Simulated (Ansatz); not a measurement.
```yaml
crystal:
  lattice:
    - [5.33027, 0.00000, 0.00000]
    - [0.00000, 15.32290, 0.00000]
    - [0.00000, 0.00000, 5.76697]
  atoms:
    - { symbol: Tl, position: [0.00000, 0.41097, 0.25000] }
    - { symbol: Tl, position: [0.50000, 0.91097, 0.25000] }
    - { symbol: Tl, position: [0.00000, 0.58903, 0.75000] }
    - { symbol: Tl, position: [0.50000, 0.08903, 0.75000] }
    - { symbol: Sb, position: [0.00000, 0.02540, 0.25000] }
    - { symbol: Sb, position: [0.50000, 0.52540, 0.25000] }
    - { symbol: Sb, position: [0.00000, 0.97460, 0.75000] }
    - { symbol: Sb, position: [0.50000, 0.47460, 0.75000] }
    - { symbol: Sb, position: [0.00000, 0.76541, 0.25000] }
    - { symbol: Sb, position: [0.50000, 0.26541, 0.25000] }
    - { symbol: Sb, position: [0.00000, 0.23459, 0.75000] }
    - { symbol: Sb, position: [0.50000, 0.73459, 0.75000] }
    - { symbol: As, position: [0.00000, 0.19981, 0.25000] }
    - { symbol: As, position: [0.50000, 0.69981, 0.25000] }
    - { symbol: As, position: [0.00000, 0.80019, 0.75000] }
    - { symbol: As, position: [0.50000, 0.30019, 0.75000] }
```

Space group Cmcm; a structure from a database of computed crystals, not necessarily the ambient phase; started from the YSi2Ni-63 prototype, which need not be the ambient phase.

Computed with DFT, r2SCAN+rVV10, plane waves, PAW in Ansatz 0.2.0.

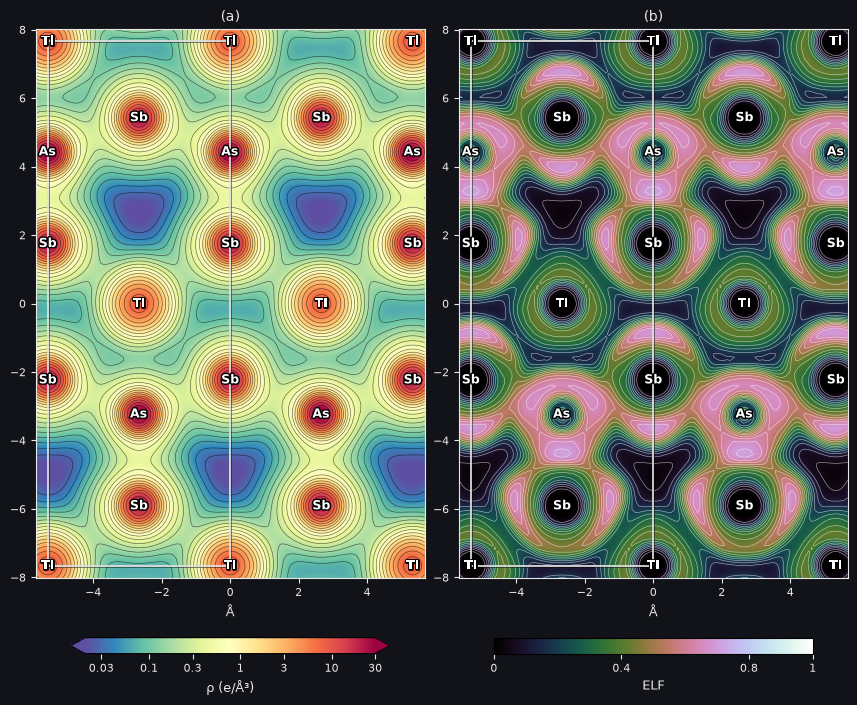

TlSb2As. (a) valence pseudo-density; (b) ELF on the (001) plane of the conventional cell.

The density is the valence pseudo-density of a PAW calculation; it isn't the true density close to the nuclei.

Question: What do the fields say about this system?

Answer: Atoms in the plane: Tl, Sb and As. Sb–As (2.67 Å): the density is about 0.43 e/Å³ at the midpoint; the ELF peaks at about 0.70 between the atoms. Tl–Sb (3.19 Å): ρ is about 0.2 e/Å³ halfway; the ELF is about 0.35 at the midpoint; no localised pair shows between them. Tl–As (3.24 Å): the density is about 0.14 e/Å³ at the midpoint; the ELF is about 0.15 at the midpoint. Sb–As (2.85 Å): the density is about 0.32 e/Å³ at the midpoint; the ELF is about 0.55 at the midpoint. Tl–Sb (3.48 Å): ρ is about 0.12 e/Å³ halfway; the ELF is about 0.20 at the midpoint; no shared electron pair shows on this line. Between the atoms the lowest density in this plane is 0.02 e/Å³.
